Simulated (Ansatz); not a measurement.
# LiF (SMILES [Li][F]): CCSD(T)/cc-pVTZ

Aim: the vertical singlet–triplet gap of LiF at CCSD(T)/cc-pVTZ, from 2 runs. 

Program for the calculation: Ansatz 0.2.0.

41 further runs of the same task are left out: 41 set aside as unsound or not needed.

### 1 The molecule

LiF: 2 atoms, total charge 0, spin state singlet. As SMILES, `[Li][F]`. The coordinates come from a PBE0-D4/def2-TZVP relaxation.

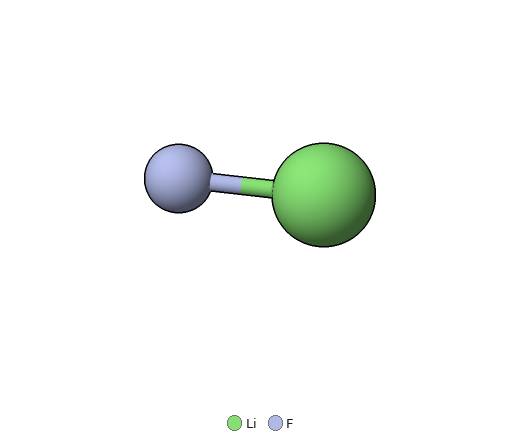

Viewed from a chosen angle; lithium green, fluorine light blue.

### 2 A single-point energy at CCSD(T)/cc-pVTZ

Contents of input.yaml:

```yaml
crystal:
  periodic: [false, false, false]
  atoms:
    - {symbol: Li, position_ang: [-0.664430, 0.218370, -0.344950]}
    - {symbol: F, position_ang: [0.664430, -0.218370, 0.344950]}
basis:
  gaussian:
    orbitals: cc-pVTZ
accuracy: high
scf:
  omitted_lower_state_checks: [cluster_reference, increment]
correlation:
  method: ccsd_t
  frozen_orbitals: {F: 1, Li: 0}
```

Started as:

```bash
ansatz run input.yaml --threads 1 --pin off --max-ram 3480MiB --events-out events.jsonl --progress --plain --runs-dir runs
```

What it wrote (excerpt; [...] marks lines left out):

```text
Warning: RAYON_NUM_THREADS=1 ignored (pool sized by the plan → 1); use --threads N
Functional definition: HF
  name "HF"
[...]
789 factors; integrals over basis functions are off by at most 3.4e-9 eV
[...]
mean field -2911.07668711 eV, -106.9800950525 hartree, gradient 2.1e-8 eV, S^2 0.000000; 0 other end points of the search recorded, 0 dependent functions left out
1 core orbitals not correlated: weight in the atoms' cores, before any rotation towards them, 1.000 or more for the frozen orbitals, at most 0.000 for the correlated occupied ones
reference -2911.07668711 eV, -106.9800950525 hartree; 5, 5 occupied and 54, 54 virtual orbitals, 789 factors
second order -7.92307417 eV of doubles, -0.00000000 eV of singles
cycle   1  -7.70881929 eV  change    2.1e-1 eV  update   6.7e-2
[...]
cycle  23  -7.89863021 eV  change  -5.0e-10 eV  update  4.9e-10
perturbative correction -0.21053987 eV, -0.0077371976 hartree
Total energy: -2919.18585719 eV, -107.2781015563 hartree
Checks for a lower state left out: cluster_reference, increment
```

Run time: 1.1 s. Hardware: 1 thread of Arm Neoverse V2, shared host; peak memory 0.17 GiB.

### 3 The triplet

Contents of input.yaml:

```yaml
crystal:
  periodic: [false, false, false]
  atoms:
    - {symbol: Li, position_ang: [-0.664430, 0.218370, -0.344950]}
    - {symbol: F, position_ang: [0.664430, -0.218370, 0.344950]}
basis:
  gaussian: {orbitals: cc-pVTZ}
magnetization: {spin_polarized: true, initial_magnetization: 2}
scf: {omitted_lower_state_checks: [cluster_reference, increment]}
correlation: {method: ccsd_t, frozen_orbitals: {F: 1, Li: 0}}
accuracy: high
```

Started as:

```bash
ansatz run input.yaml --threads 1 --pin off --max-ram 3480MiB --events-out events.jsonl --progress --plain --runs-dir runs
```

What it wrote (excerpt; [...] marks lines left out):

```text
Warning: RAYON_NUM_THREADS=1 ignored (pool sized by the plan → 1); use --threads N
[... 2 set-up lines as earlier in the session ...]
[...]
789 factors; integrals over basis functions are off by at most 3.4e-9 eV
[...]
mean field -2906.37412614 eV, -106.8072791244 hartree, gradient 1.5e-8 eV, S^2 2.003451; 10 other end points of the search recorded, 0 dependent functions left out
1 core orbitals not correlated: weight in the atoms' cores, before any rotation towards them, 1.000 or more for the frozen orbitals, at most 0.000 for the correlated occupied ones
reference -2906.37412614 eV, -106.8072791244 hartree; 6, 4 occupied and 53, 55 virtual orbitals, 789 factors
second order -5.81746144 eV of doubles, -0.00000000 eV of singles
cycle   1  -6.09777559 eV  change   -2.8e-1 eV  update   3.0e-2
[...]
cycle  28  -6.20382277 eV  change   2.3e-10 eV  update  5.5e-10
perturbative correction -0.10840751 eV, -0.0039839026 hartree
Total energy: -2912.68635641 eV, -107.0392493085 hartree
Checks for a lower state left out: cluster_reference, increment
```

It took 3.9 s on 1 thread of Arm Neoverse V2, shared host; peak memory 0.27 GiB.

### 4 Summary of results

Level: CCSD(T)/cc-pVTZ, 1 core orbital frozen.

| quantity | value |
| --- | --- |
| singlet: total energy | -107.27810 Eh |
| singlet: correlation energy (1 core orbital frozen) | -298.0 mEh |
| singlet: (T) correction | -7.74 mEh |
| singlet: T1 diagnostic | 0.014 |
| triplet: total energy | -107.03925 Eh |
| triplet: correlation energy (1 core orbital frozen) | -232.0 mEh |
| triplet: (T) correction | -3.98 mEh |
| triplet: ⟨S²⟩ of the reference determinant | 2.003 |
| triplet: T1 diagnostic | 0.009 |
| vertical energy of the triplet above the singlet | 6.500 eV |

At this shape the triplet lies 6.50 eV (627 kJ/mol) above the singlet. The triples (singlet) make up 2.6 % of the correlation energy. The triples (triplet) make up 1.7 % of the correlation energy.
